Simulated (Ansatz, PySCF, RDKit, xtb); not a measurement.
# SnSiH4O: from the formula to a structure, part 2 of 2

Task: start from the formula SnSiH4O, draw up candidate structures, narrow them down in stages, and characterise the one that lies lowest at 298.15 K.

xtb, Ansatz and PySCF; isolated molecules.

## 10. c853a at CCSD(T)/def2-TZVP

input.yaml

```yaml
crystal:
  periodic: [false, false, false]
  atoms:
    - {symbol: O, position_ang: [0.131458, -3.247355, -2.271192]}
    - {symbol: Si, position_ang: [-1.431726, -1.335003, 0.184569]}
    - {symbol: Sn, position_ang: [-1.217015, -1.730354, -2.524444]}
    - {symbol: H, position_ang: [0.363282, -3.386883, -1.329553]}
    - {symbol: H, position_ang: [-1.722431, 0.073623, 0.637831]}
    - {symbol: H, position_ang: [-2.539129, -2.203117, 0.736421]}
    - {symbol: H, position_ang: [-0.166757, -1.779219, 0.883862]}
basis:
  gaussian: {orbitals: def2-TZVP}
correlation: {method: ccsd_t, frozen_orbitals: {O: 1, Sn: 4, Si: 5, H: 0}}
```

The run is started by

```
$ ansatz run input.yaml --threads 1 --pin off --max-ram 2610MiB --events-out events.jsonl --progress --plain --runs-dir runs
```

The program printed (excerpt; [...] marks lines left out):

```text
Warning: RAYON_NUM_THREADS=1 ignored (pool sized by the plan → 1); use --threads N
Functional definition: HF
  name "HF"
[...]
1098 factors; integrals over basis functions are off by at most 1.4e-3 eV
[...]
mean field -15769.61104242 eV, -579.5225167826 hartree, gradient 1.4e-6 eV, S^2 0.000000; 1 other end points of the search recorded, 0 dependent functions left out
10 core orbitals not correlated: weight in the atoms' cores, before any rotation towards them, 1.000 or more for the frozen orbitals, at most 0.000 for the correlated occupied ones
reference -15769.61104242 eV, -579.5225167826 hartree; 14, 14 occupied and 118, 118 virtual orbitals, 1098 factors
second order -18.25780277 eV of doubles, -0.00000000 eV of singles
cycle   1  -18.14186047 eV  change    1.2e-1 eV  update   1.3e-1
[...]
cycle  11  -18.81541263 eV  change    3.0e-5 eV  update   2.0e-5
perturbative correction -0.65518589 eV, -0.0240776373 hartree
Total energy: -15789.08164094 eV, -580.2380480806 hartree
```

It took 48 s on 1 thread of Arm Neoverse V1, shared host; peak memory 0.94 GiB.

For c186 the log finds that unrestricted Hartree-Fock orbitals lie lower, a sign to watch the closed-shell reference there.

## 11. Free energies and the winner

Energies in kcal/mol from c329a; G adds the thermal terms to the CCSD(T)/def2-TZVP energy. The columns left of the relaxed level are at the tight-binding geometries.

| label | SMILES | spin | GFN2-xTB | HF/STO-3G | r2SCAN-D4/def2-SVP | BLYP-D3(BJ)/def2-SVP | HF/def2-TZVP | MP2/def2-TZVP | CCSD(T)/def2-TZVP | G | share at equilibrium | T1 |
| --- | --- | --- | --- | --- | --- | --- | --- | --- | --- | --- | --- | --- |
| c329a | [SiH3][O][SnH] | singlet | 0.0 | 0.0 | 0.0 | 0.0 | 0.0 | 0.0 | 0.0 | 0.0 | 100.0 % | 0.017 |
| c186 | O[SiH2][SnH] | singlet | 28.2 | 2.9 | 15.6 | 19.2 | 20.3 | 20.8 | 19.3 | 19.7 | < 0.1 % | 0.015 |
| c853a | [OH][Sn][SiH3] | singlet | 38.9 | -3.9 | 14.4 | 16.0 | 26.9 | 21.6 | 20.4 | 20.7 | < 0.1 % | 0.019 |

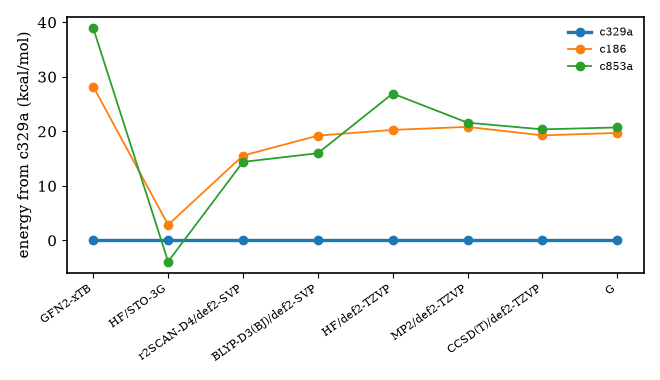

The finalists at each level, measured from c329a.

Lowest found: c329a, `[SiH3][O][SnH]`, a singlet of point group Cs. Bond lengths: O1–Si2 1.677 Å, O1–Sn3 2.040 Å, Si2–H4 1.506 Å, Si2–H5 1.503 Å, Si2–H6 1.503 Å, Sn3–H7 1.832 Å. Angles: Si2–O1–Sn3 138.2°, O1–Si2–H4 111.9°, O1–Si2–H5 109.7°, O1–Si2–H6 109.7°, O1–Sn3–H7 94.7°, H4–Si2–H5 108.6°, H4–Si2–H6 108.6°, H5–Si2–H6 108.2°.

```xyz
7

O    -0.3244   -1.0867   -0.3474
Si   -0.3860   -2.7525   -0.5291
Sn   -1.6138    0.4940   -0.3613
H    -1.7900   -3.2400   -0.7710
H     0.4722   -3.1687   -1.6909
H     0.1456   -3.4185    0.7091
H    -3.1012   -0.5300   -0.6721
```

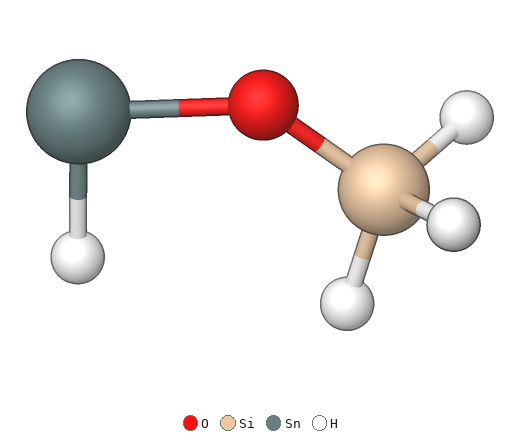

The lowest structure found, seen from a chosen angle (oxygen red, silicon light orange, tin teal, hydrogen white).

## 12. Density, orbitals and dipole (PBE0/def2-TZVPD)

input.yaml

```yaml
crystal:
  periodic: [false, false, false]
  atoms:
    - {symbol: O, position_ang: [-0.324422, -1.086717, -0.347398]}
    - {symbol: Si, position_ang: [-0.386010, -2.752470, -0.529135]}
    - {symbol: Sn, position_ang: [-1.613808, 0.493971, -0.361260]}
    - {symbol: H, position_ang: [-1.790038, -3.240023, -0.771030]}
    - {symbol: H, position_ang: [0.472166, -3.168712, -1.690917]}
    - {symbol: H, position_ang: [0.145565, -3.418455, 0.709129]}
    - {symbol: H, position_ang: [-3.101195, -0.529974, -0.672090]}
basis:
  gaussian:
    orbitals: def2-TZVPD
hamiltonian:
  xc: pbe0
output: {forces: true, orbitals: {seedname: orbitals}}
```

The run is started by

```
$ ansatz run input.yaml --threads 1 --pin off --max-ram 2610MiB --events-out events.jsonl --progress --plain --runs-dir runs
```

The program printed (excerpt; [...] marks lines left out):

```text
Warning: RAYON_NUM_THREADS=1 ignored (pool sized by the plan → 1); use --threads N
Functional definition: PBE0
  name "PBE0"
[...]
1172 factors; their error is unknown
[...]
mean field -15817.97135382 eV, -581.2997254468 hartree, gradient 3.0e-5 eV, S^2 0.000000; 0 other end points of the search recorded, 0 dependent functions left out
[...]
reference -15817.97139011 eV, -581.2997267805 hartree; 24, 24 occupied and 151, 151 virtual orbitals, 1172 factors
Total energy: -15817.97139011 eV, -581.2997267805 hartree
Atom 0 at    -0.324422    -1.086717    -0.347398 Å, force    -0.650281    -0.498207    -0.141665 eV/Å
Atom 1 at    -0.386010    -2.752470    -0.529135 Å, force     0.042057     0.932737     0.102298 eV/Å
Atom 2 at    -1.613808     0.493971    -0.361260 Å, force     0.276305    -1.007312    -0.066154 eV/Å
Atom 3 at    -1.790038    -3.240023    -0.771030 Å, force     0.242202     0.123436     0.045962 eV/Å
Atom 4 at     0.472166    -3.168712    -1.690917 Å, force    -0.154719     0.095127     0.192219 eV/Å
Atom 5 at     0.145565    -3.418455     0.709129 Å, force    -0.101055     0.136325    -0.202748 eV/Å
Atom 6 at    -3.101195    -0.529974    -0.672090 Å, force     0.345491     0.217893     0.070089 eV/Å
Dipole moment:    -0.209917     0.417469     0.014354 e Å
```

It took 8.7 s on 1 thread of Arm Neoverse V1, shared host.

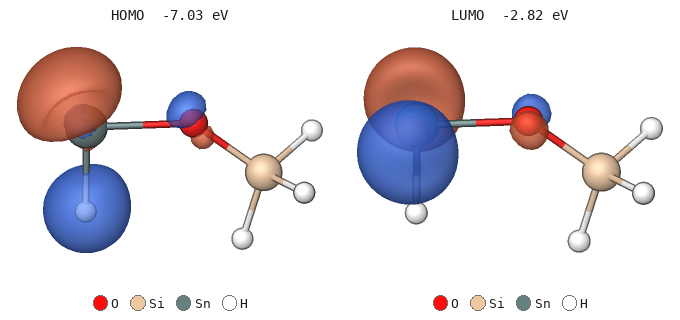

Frontier orbitals of this run, surfaces at ±0.2 Å^-3/2.

## 13. Frequencies after a tight-binding relaxation (GFN2-xTB)

start.xyz

```xyz
7
c329a
O     -0.324422    -1.086717    -0.347398
Si    -0.386010    -2.752470    -0.529135
Sn    -1.613808     0.493971    -0.361260
H     -1.790038    -3.240023    -0.771030
H      0.472166    -3.168712    -1.690917
H      0.145565    -3.418455     0.709129
H     -3.101195    -0.529974    -0.672090
```

The run is started by

```
$ xtb start.xyz --gfn 2 --ohess tight
```

The program printed (excerpt; [...] marks lines left out):

```text
* xtb version 6.7.1
[...]
          :  # basis functions                  28          :
[...]
          :  # electrons                        18          :
[...]
          :  Hamiltonian                  GFN2-xTB          :
[...]
          :  net charge                          0          :
          :  unpaired electrons                  0          :
[...]
   *** convergence criteria satisfied after 13 iterations ***
[...]
   *** GEOMETRY OPTIMIZATION CONVERGED AFTER 11 ITERATIONS ***
[...]
   *** convergence criteria satisfied after 3 iterations ***
[...]
         ::                     SUMMARY                     ::
         :::::::::::::::::::::::::::::::::::::::::::::::::::::
         :: total energy             -10.026364806768 Eh    ::
         :: gradient norm              0.000291778829 Eh/a0 ::
         :: HOMO-LUMO gap              3.148730881405 eV    ::
         ::.................................................::
         :: SCC energy               -10.069095543822 Eh    ::
         :: -> isotropic ES            0.034282176669 Eh    ::
         :: -> anisotropic ES          0.009064064126 Eh    ::
         :: -> anisotropic XC         -0.000009644646 Eh    ::
         :: -> dispersion             -0.004506112988 Eh    ::
         :: repulsion energy           0.042730737054 Eh    ::
         :: add. restraining           0.000000000000 Eh    ::
         :: total charge              -0.000000000000 e     ::
         :::::::::::::::::::::::::::::::::::::::::::::::::::::
[...]
         9        2.0000           -0.3880098             -10.5583 (HOMO)
        10                         -0.2722959              -7.4095 (LUMO)
[...]
     #   Z          covCN         q      C6AA      α(0)
     1   8          1.537    -0.477    22.483     6.396
     2  14          3.551     0.506    98.872    19.152
     3  50          1.584     0.441   444.619    45.393
     4   1          0.919    -0.097     5.464     3.656
     5   1          0.918    -0.102     5.651     3.718
     6   1          0.918    -0.102     5.652     3.718
     7   1          0.791    -0.168     8.887     4.687
[...]
          | TOTAL ENERGY              -10.026364806769 Eh   |
          | TOTAL ENTHALPY             -9.988704135620 Eh   |
          | TOTAL FREE ENERGY         -10.027673042097 Eh   |
          | GRADIENT NORM               0.000291838830 Eh/α |
[...]
```

It took 0.15 s on 1 thread of Arm Neoverse V1, shared host.

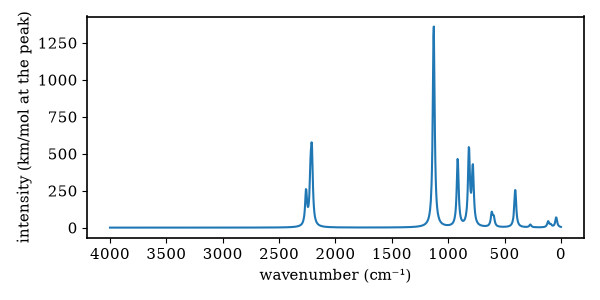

Harmonic infrared spectrum, unscaled, lines broadened by 10 cm⁻¹.

## 14. Electronic excitations (TD-CAM-B3LYP/def2-SVPD)

An in-house driver calls PySCF's response routines at TD-CAM-B3LYP/def2-SVPD; it has no typed input.

The program printed:

```text
coarse grid: 29512 points
cycle   1  E = -575.9041489536  dE = -1.796e+01  |g| = 3.345e+00  |ddm| = 1.191e+01
cycle   2  E = -481.7071522241  dE =  9.420e+01  |g| = 1.086e+01  |ddm| = 5.252e+01
cycle   3  E = -581.0122773514  dE = -9.931e+01  |g| = 8.283e-01  |ddm| = 5.241e+01
cycle   4  E = -581.2185988313  dE = -2.063e-01  |g| = 4.969e-01  |ddm| = 2.285e+00
cycle   5  E = -581.2532634413  dE = -3.466e-02  |g| = 2.695e-01  |ddm| = 7.862e-01
cycle   6  E = -581.2661298490  dE = -1.287e-02  |g| = 7.191e-02  |ddm| = 3.072e-01
cycle   7  E = -581.2679973192  dE = -1.867e-03  |g| = 1.411e-02  |ddm| = 1.410e-01
cycle   8  E = -581.2681186634  dE = -1.213e-04  |g| = 3.416e-03  |ddm| = 5.316e-02
cycle   9  E = -581.2681216590  dE = -2.996e-06  |g| = 6.228e-04  |ddm| = 9.523e-03
final grid: 58672 points
cycle  10  E = -581.2680877731  dE = -1.953e-07  |g| = 5.571e-04  |ddm| = 2.790e-03
cycle  11  E = -581.2680876829  dE =  9.026e-08  |g| = 9.659e-04  |ddm| = 1.195e-03
cycle  12  E = -581.2680878613  dE = -1.784e-07  |g| = 4.887e-05  |ddm| = 8.146e-04
cycle  13  E = -581.2680878636  dE = -2.278e-09  |g| = 2.430e-05  |ddm| = 1.563e-04
cycle  14  E = -581.2680878641  dE = -5.294e-10  |g| = 3.410e-06  |ddm| = 9.818e-05
converged SCF energy = -581.2680878641

Static polarisability (au): isotropic 75.034, principal 61.683 73.741 89.677

Singlet excitations
state   eV       nm        f      main configurations
  1   2.9116    425.8   0.01392   H->L 0.99
  2   4.6609    266.0   0.00921   H-2->L 0.92
  3   5.1106    242.6   0.01117   H-1->L 0.62, H->L+1 0.33
  4   5.2038    238.3   0.09325   H->L+1 0.63, H-1->L 0.30
  5   6.3876    194.1   0.24636   H->L+2 0.96
  6   6.5867    188.2   0.02173   H-3->L 0.52, H-5->L 0.37
  7   6.6636    186.1   0.01322   H-1->L+1 0.80
  8   6.7503    183.7   0.06315   H-2->L+1 0.84

Triplet excitations (Tamm-Dancoff, eV): 2.0425 4.3871 4.3997
```

Wall time 9.3 s (1 thread of Arm Neoverse V1, shared host).

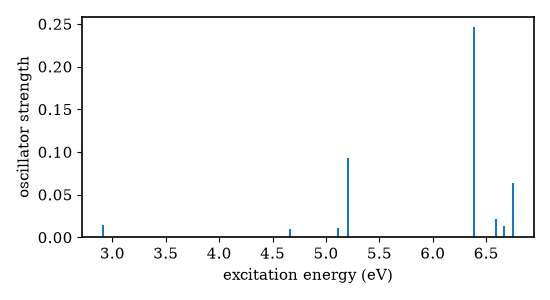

Vertical excitations as sticks.

The roots found:

| excited state | energy (eV) | strength |
| --- | --- | --- |
| 1 | 2.912 | 0.0139 |
| 2 | 4.661 | 0.0092 |
| 3 | 5.111 | 0.0112 |
| 4 | 5.204 | 0.0932 |
| 5 | 6.388 | 0.2464 |
| 6 | 6.587 | 0.0217 |
| 7 | 6.664 | 0.0132 |
| 8 | 6.750 | 0.0631 |

## 15. The cation at the same geometry (PBE0/def2-TZVPD)

input.yaml

```yaml
crystal:
  periodic: [false, false, false]
  atoms:
    - symbol: O
      position_ang: [-0.324422, -1.086717, -0.347398]
    - symbol: Si
      position_ang: [-0.386010, -2.752470, -0.529135]
    - symbol: Sn
      position_ang: [-1.613808, 0.493971, -0.361260]
    - symbol: H
      position_ang: [-1.790038, -3.240023, -0.771030]
    - symbol: H
      position_ang: [0.472166, -3.168712, -1.690917]
    - symbol: H
      position_ang: [0.145565, -3.418455, 0.709129]
    - symbol: H
      position_ang: [-3.101195, -0.529974, -0.672090]
basis:
  gaussian: {orbitals: def2-TZVPD}
total_charge: 1
magnetization: {spin_polarized: true, initial_magnetization: 1}
hamiltonian: {xc: {name: PBE0}}
```

The run is started by

```
$ ansatz run input.yaml --threads 1 --pin off --max-ram 2610MiB --events-out events.jsonl --progress --plain --runs-dir runs
```

The program printed:

```text
Warning: RAYON_NUM_THREADS=1 ignored (pool sized by the plan → 1); use --threads N
[... 2 set-up lines as earlier in the session ...]
  parameter a = 0.25
  parameter kappa = 0.804
  parameter beta = 0.06672455060314922
  exchange = (1 - a)*pbe_x(kappa = kappa, mu = beta*pi^2/3) + a*exact_x
  correlation = pbe_c(beta = beta)
1172 factors; their error is unknown
mean field evaluation 1: about -15790.1994 eV, gradient 7.1e1 eV
mean field evaluation 2: about -15579.7455 eV, gradient 1.5e2 eV
mean field evaluation 4: about -15807.9349 eV, gradient 1.5e1 eV
mean field evaluation 8: about -15808.7443 eV, gradient 2.0e-1 eV
mean field evaluation 16: about -15808.8267 eV, gradient 3.8e-3 eV
mean field evaluation 32: about -15807.9100 eV, gradient 8.3e0 eV
mean field -15808.82667171 eV, -580.9636645778 hartree, gradient 1.5e-5 eV, S^2 0.764689; 6 other end points of the search recorded, 0 dependent functions left out
reference -15808.82670977 eV, -580.9636659764 hartree; 24, 23 occupied and 151, 152 virtual orbitals, 1172 factors
Total energy: -15808.82670977 eV, -580.9636659764 hartree
```

Run time: 26 s. Hardware: 1 thread of Arm Neoverse V1, shared host; peak memory 0.49 GiB.

Difference from the parent: 9.14 eV.

## 16. The anion at the same geometry (PBE0/def2-TZVPD)

input.yaml

```yaml
crystal:
  periodic: [false, false, false]
  atoms:
    - {symbol: O, position_ang: [-0.324422, -1.086717, -0.347398]}
    - {symbol: Si, position_ang: [-0.386010, -2.752470, -0.529135]}
    - {symbol: Sn, position_ang: [-1.613808, 0.493971, -0.361260]}
    - {symbol: H, position_ang: [-1.790038, -3.240023, -0.771030]}
    - {symbol: H, position_ang: [0.472166, -3.168712, -1.690917]}
    - {symbol: H, position_ang: [0.145565, -3.418455, 0.709129]}
    - {symbol: H, position_ang: [-3.101195, -0.529974, -0.672090]}
basis:
  gaussian: {orbitals: def2-TZVPD}
total_charge: -1
magnetization: {spin_polarized: true, initial_magnetization: 1}
hamiltonian: {xc: {name: PBE0}}
scf: {lower_state_search: "off"}
```

The run is started by

```
$ ansatz run input.yaml --threads 1 --pin off --max-ram 2610MiB --events-out events.jsonl --progress --plain --runs-dir runs
```

The program printed (excerpt; [...] marks lines left out):

```text
Warning: RAYON_NUM_THREADS=1 ignored (pool sized by the plan → 1); use --threads N
[... 2 set-up lines as earlier in the session ...]
[...]
1172 factors; their error is unknown
[...]
mean field -15819.08556096 eV, -581.3406718040 hartree, gradient 6.7e-6 eV, S^2 0.754994; 0 other end points of the search recorded, 0 dependent functions left out
reference -15819.08559921 eV, -581.3406732098 hartree; 25, 24 occupied and 150, 151 virtual orbitals, 1172 factors
Total energy: -15819.08559921 eV, -581.3406732098 hartree
Checks for a lower state left out: stability, starts, cluster_reference, orbital_swaps, neighbouring_geometries, increment
```

Wall time 7.8 s (1 thread of Arm Neoverse V1, shared host).

Parent less the species with the added electron: 1.11 eV.

## 17. The triplet at the same geometry (PBE0/def2-TZVPD)

input.yaml, as its differences from that of step 16:

```diff
@@ -11,6 +11,8 @@
 basis:
-  gaussian: {orbitals: def2-TZVPD}
-total_charge: -1
-magnetization: {spin_polarized: true, initial_magnetization: 1}
-hamiltonian: {xc: {name: PBE0}}
-scf: {lower_state_search: "off"}
+  gaussian:
+    orbitals: def2-TZVPD
+magnetization:
+  spin_polarized: true
+  initial_magnetization: 2
+hamiltonian:
+  xc: pbe0
```

The run is started by

```
$ ansatz run input.yaml --threads 1 --pin off --max-ram 2610MiB --events-out events.jsonl --progress --plain --runs-dir runs
```

The program printed (excerpt; [...] marks lines left out):

```text
Warning: RAYON_NUM_THREADS=1 ignored (pool sized by the plan → 1); use --threads N
[... 7 set-up lines as earlier in the session ...]
1172 factors; their error is unknown
mean field evaluation 1: about -15809.2164 eV, gradient 4.3e1 eV
mean field evaluation 2: about -15704.0336 eV, gradient 1.3e2 eV
mean field evaluation 4: about -15815.6696 eV, gradient 5.5e0 eV
mean field evaluation 8: about -15815.7711 eV, gradient 1.1e-1 eV
mean field evaluation 16: about -15815.8555 eV, gradient 4.3e-4 eV
mean field -15815.85550374 eV, -581.2219693904 hartree, gradient 6.2e-5 eV, S^2 2.009601; 0 other end points of the search recorded, 0 dependent functions left out
reference -15815.85554142 eV, -581.2219707753 hartree; 25, 23 occupied and 150, 152 virtual orbitals, 1172 factors
Total energy: -15815.85554142 eV, -581.2219707753 hartree
```

It took 11 s on 1 thread of Arm Neoverse V1, shared host.

It lies 2.12 eV above the singlet.

## 18. Stability of the closed-shell solution (PBE0/def2-SVP)

calc.py

```python
# [SiH3][O][SnH]
from pyscf import gto, dft

molecule = gto.M(
    atom='''
O   -0.324422  -1.086717  -0.347398
Si  -0.386010  -2.752470  -0.529135
Sn  -1.613808   0.493971  -0.361260
H   -1.790038  -3.240023  -0.771030
H    0.472166  -3.168712  -1.690917
H    0.145565  -3.418455   0.709129
H   -3.101195  -0.529974  -0.672090
''',
    ecp={'Sn': 'def2-svp'},
    max_memory=1860,
    verbose=3,
    charge=0,
    basis='def2-svp',
)

mf = dft.RKS(molecule, xc='pbe0')
mf = mf.density_fit(auxbasis='def2-universal-jkfit')
mf.max_cycle = 100
mf.grids.level = 3
mf.kernel()
if not mf.converged:
    mf = mf.newton().run(mf.mo_coeff, mf.mo_occ)

etot = mf.e_tot
print('E = %.10f Eh' % etot)
mo_i, mo_e, stable_i, stable_e = mf.stability(internal=True, external=True, return_status=True)
print('stable: internal', stable_i, 'external', stable_e)
```

The run is started by

```
$ OMP_NUM_THREADS=1 python calc.py
```

The program printed:

```text
converged SCF energy = -581.08968869407
E = -581.0896886941 Eh
<class 'pyscf.df.df_jk.DFRKS'> wavefunction is stable in the internal stability analysis
<class 'pyscf.df.df_jk.DFRKS'> wavefunction is stable in the real -> complex stability analysis
<class 'pyscf.df.df_jk.DFRKS'> wavefunction is stable in the RHF/RKS -> UHF/UKS stability analysis
stable: internal True external True
```

Wall time 65 s (1 thread of Arm Neoverse V1, shared host).

## 19. Summary of results

This closing draws on all 2 parts.

| quantity | value |
| --- | --- |
| lowest structure found | [SiH3][O][SnH], singlet, Cs |
| next finalist | O[SiH2][SnH], singlet, 19.7 kcal/mol higher in G |
| share at equilibrium, among the finalists | 100.0 % |
| funnel | 28 starts, 23 minima at GFN2-xTB, 12 screening runs, 4 relaxed, 3 ranked |
| CPU time of all runs | 11 min |
| harmonic wavenumbers, lowest and highest (BLYP-D3(BJ)/def2-SVP) | 62 and 2149 cm⁻¹ |
| rotational constants, same geometry | 1.126, 0.05088, 0.04954 cm⁻¹ |
| dipole moment (PBE0/def2-TZVPD) | 2.25 D |
| HOMO energy (PBE0/def2-TZVPD) | -7.03 eV |
| LUMO energy (PBE0/def2-TZVPD) | -2.82 eV |
| HOMO–LUMO gap (PBE0/def2-TZVPD) | 4.21 eV |
| lowest excitation (TD-CAM-B3LYP/def2-SVPD) | 2.91 eV (f = 0.014) |
| strongest of the states computed, same level | 6.39 eV (f = 0.246) |
| lowest triplet excitation, same level, Tamm-Dancoff | 2.04 eV |
| vertical ionisation energy | 9.14 eV |
| vertical electron affinity | 1.11 eV |
| vertical triplet less singlet | +2.12 eV |

What this shows: `[SiH3][O][SnH]` comes out lowest. Among the finalists first place is clear (19.7 kcal/mol); structures outside the list aren't covered. GFN2-xTB, r2SCAN-D4/def2-SVP, BLYP-D3(BJ)/def2-SVP, HF/def2-TZVP and MP2/def2-TZVP already put its bonding pattern lowest among the structures in one piece; HF/STO-3G favours the singlet [OH][Sn][SiH3]. The largest share of the time went into the vibrations (23 %). Spin-orbit coupling, which matters for elements this heavy, is left out. Lowest found is not proven lowest: the search is finite, and each finalist counts with one conformer. Patterns outside the rules of the enumeration were met only by chance.
